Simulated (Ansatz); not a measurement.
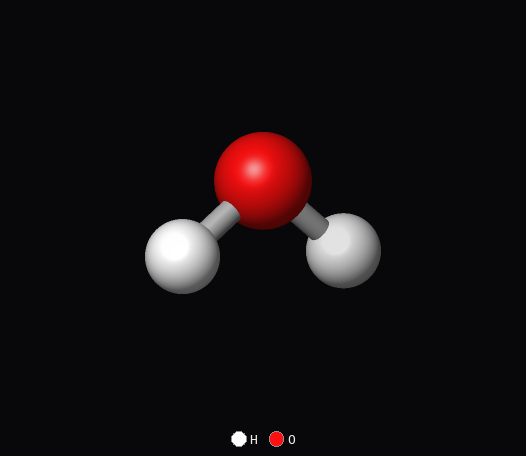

A ball-and-stick model of a molecule. Every bond is drawn as one stick, whatever its order.

Computed geometry: PBE0-D4/def2-TZVP optimisation.

What does the picture show?

The molecule is H₂O. The point group is C2v. Coordination: 1 O bent.

More results for the same structure follow; atom numbers are the same in all pictures, views and colours differ.

## Shape

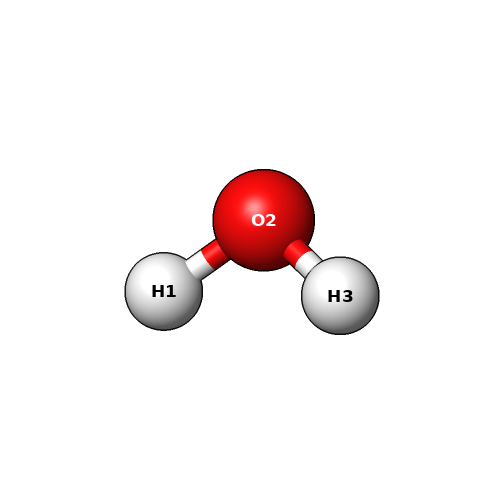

The atoms are numbered.

Give the bond lengths.

```tsv
bond	length (Å)
H1–O2	0.960
O2–H3	0.960
```

## Dipole moment

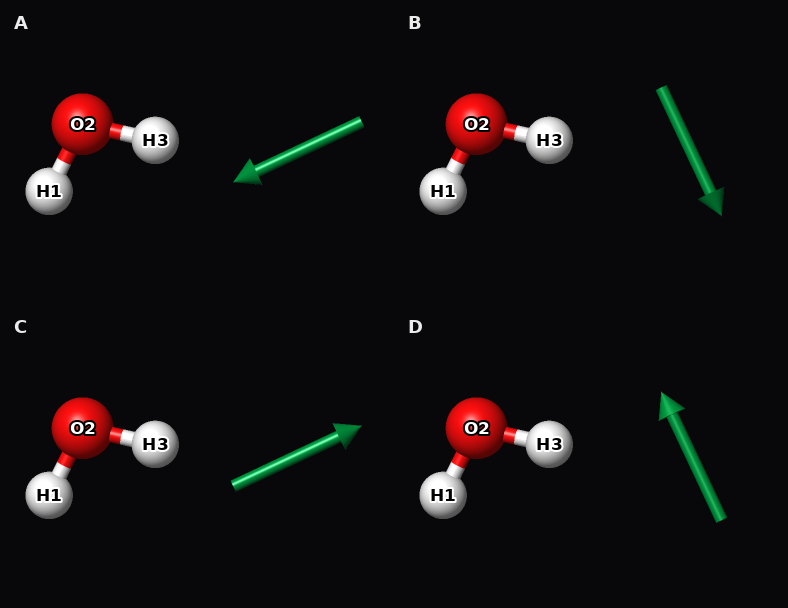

The same molecule four times, each with an arrow. Method: RKS PBE0-D4/def2-TZVP (Ansatz 0.2.0).

Which arrow points along the dipole moment, from the negative to the positive end?

Answer. B. The dipole moment is 2.07 D; it points from the side of O2 to the side of H1, H3 (the outermost atoms at the two ends).

## Charges

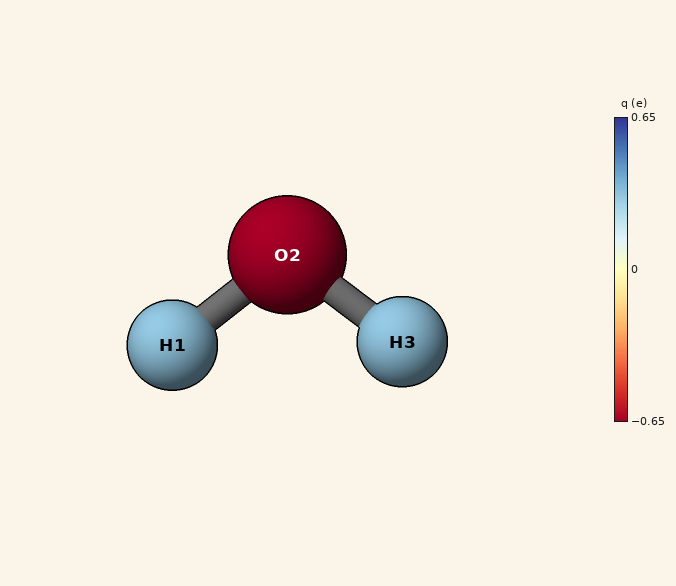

Atoms are coloured by their Mulliken charges. Level of theory: RKS PBE0-D4/def2-TZVP (Ansatz 0.2.0).

List the Mulliken charges.

```json
{"atom": "H1", "value (e)": "0.32"}
{"atom": "O2", "value (e)": "−0.65"}
{"atom": "H3", "value (e)": "0.32"}
```

## Vibrations

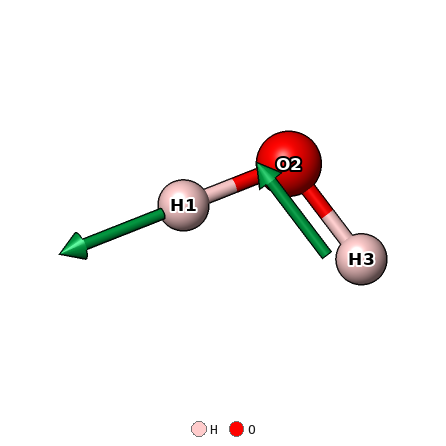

The arrows show one normal mode. Harmonic vibrations computed with RKS PBE0-D4/def2-TZVP (Ansatz 0.2.0) at a stationary point of the same level.

What kind of motion is it?

Answer. Mostly out-of-phase stretching of 2 O–H bonds.

Estimate its harmonic wavenumber.

Answer. 3959 cm⁻¹; it is mode 3 of 3 counted from the lowest.

Mulliken values depend strongly on the basis set and can even reverse the polarity of a bond.
